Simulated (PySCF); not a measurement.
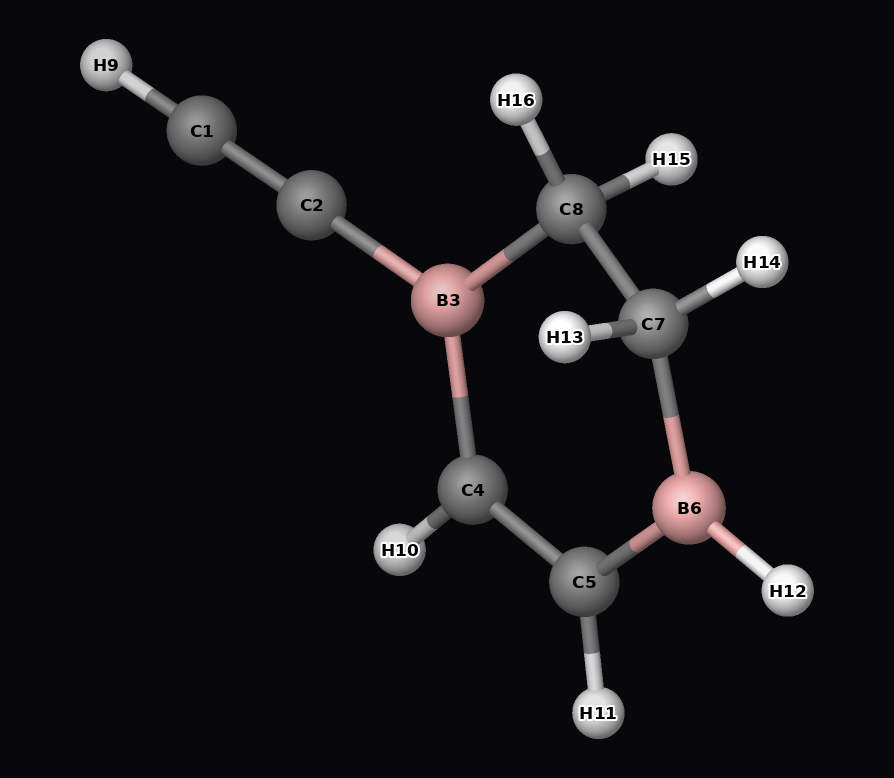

Computed geometry: GFN2-xTB optimisation. No frequency run is at hand to confirm it as a minimum. Electric field gradients from the ground-state density, PBE0/pcSseg-1 (PySCF 2.14.0), non-relativistic apart from any core potentials.

Give the largest field-gradient component, the quadrupole coupling constant and the asymmetry for 11B at B3 (Q = 40.59 mb), 11B at B6 (Q = 40.59 mb), 2H at H9 (Q = 2.86 mb), 2H at H10 (Q = 2.86 mb), 2H at H11 (Q = 2.86 mb), 2H at H12 (Q = 2.86 mb).

```json
{"atom": "B3", "V_zz (a.u.)": "0.521", "e²qQ/h (MHz)": "4.97", "η": "0.17"}
{"atom": "B6", "V_zz (a.u.)": "0.590", "e²qQ/h (MHz)": "5.63", "η": "0.04"}
{"atom": "H9", "V_zz (a.u.)": "0.388", "e²qQ/h (MHz)": "0.261", "η": "0.04"}
{"atom": "H10", "V_zz (a.u.)": "0.314", "e²qQ/h (MHz)": "0.211", "η": "0.00"}
{"atom": "H11", "V_zz (a.u.)": "0.315", "e²qQ/h (MHz)": "0.212", "η": "0.01"}
{"atom": "H12", "V_zz (a.u.)": "0.238", "e²qQ/h (MHz)": "0.160", "η": "0.10"}
```

The geometry is semi-empirical. Around B such bond lengths and angles can be off by a tenth of an ångström or more and by several degrees, and values that hang on the shape move with them.
